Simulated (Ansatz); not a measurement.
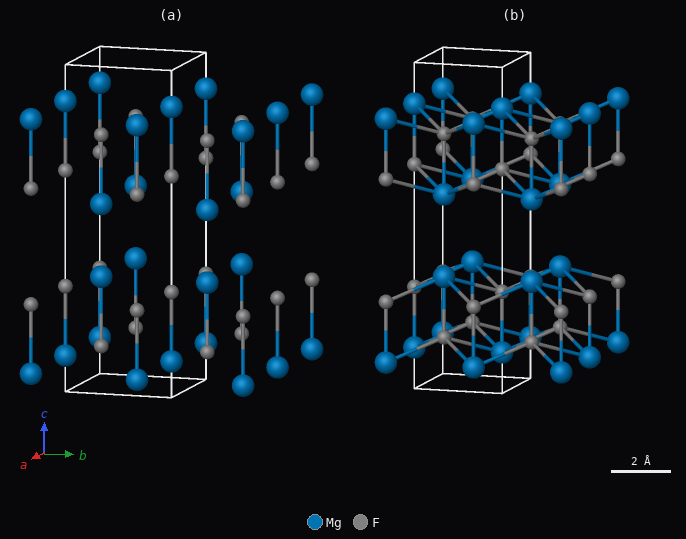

The structure of crystalline MgF (a generated structure, set up in I4/mmm) (coarse preliminary run) before (left) and after (right) a relaxation, at one scale.

A ball-and-stick model of the conventional cell (2 times the calculation's cell), repeated 2 × 2 × 1 with one cell outlined, seen slightly off an axis. Lengths and directions refer to the drawn axes.

Theory: Ansatz, DFT PBEsol, scalar-relativistic, plane waves, PAW.

The input:
```yaml
crystal:
  lattice:
    - [-1.8997142857, 1.8997142857, 5.6576190476]
    - [1.8997142857, -1.8997142857, 5.6576190476]
    - [1.8997142857, 1.8997142857, -5.6576190476]
  atoms:
    - { symbol: Mg, position: [0.111, 0.111, 0.0] }
    - { symbol: Mg, position: [0.889, 0.889, 0.0] }
    - { symbol: F, position: [0.323, 0.323, 0.0] }
    - { symbol: F, position: [0.677, 0.677, 0.0] }
basis:
  ecutwfc: 420
kpoints:
  mp_grid: { grid: [8, 8, 8] }
hamiltonian:
  xc: pbesol
scf:
  occupations: { method: gaussian, width: 0.1 }
output:
  forces: true
  stress: true
  eigenvalues: true
relax:
  adjacent_minimum: "off"
  f_tol: 0.05
  max_steps: 80
  cell: { stress_tol: 0.5 }
```

### What changed between the two?

After 6 accepted moves (7 points after the start) the energy has fallen by 475 meV per atom. The largest force component goes from 2.9 to 0.029 eV/Å. The pressure goes from −8.26 to −0.40 GPa. At 1 point the geometry stayed and the basis and grid were re-selected for the new cell (energy shift of 2.7 meV per atom at most each time). The largest moves relative to the cell, 0.17 Å, are those of Mg1 and Mg2. Mg1 goes along +c. Largest moves by element: Mg 0.17 Å, F 0.12 Å. The volume changes by −31.9 %, with a = b 3.799 → 3.139 Å (−17.4 %), c 11.315 → 11.283 Å (−0.3 %). Near-neighbour distances that change, for instance: Mg1–F4 2.788 → 2.326 Å, Mg1–Mg2 2.512 → 2.850 Å, Mg1–F3 2.399 → 2.096 Å. The space group stays I4/mmm (No. 139).
